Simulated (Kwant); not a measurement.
Device: wire with an abrupt hard-wall neck in a In0.53Ga0.47As two-dimensional gas. Effective mass 0.041 mₑ, grid spacing 15 nm, hard walls, nominal width 210 nm (13 grid rows, so walls 210 nm apart), one parabolic valley, scattering region 900 nm long along x; energies count from the band bottom; Fermi energy swept from 5.0953e-05 to 0.0011102 eV. Central neck 110 nm wide and 170 nm long.

The device is made up for the run: typed textbook-type constants, with dimensions and the other settings drawn at random.

Computed with Kwant: effective-mass tight-binding model on a square grid, one spin, coherent transport at 0 K. Conductance is in e²/h.

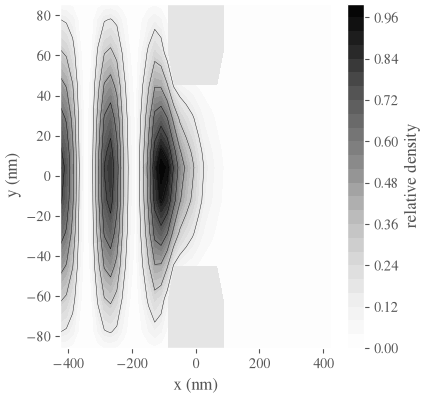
Figure: Density of the scattering states that come in from the left lead, at energy = 0.00058825 eV, in bins, relative to the largest site value

The conductance there is 0.10 e²/h with 1 open channel(s) in the leads.
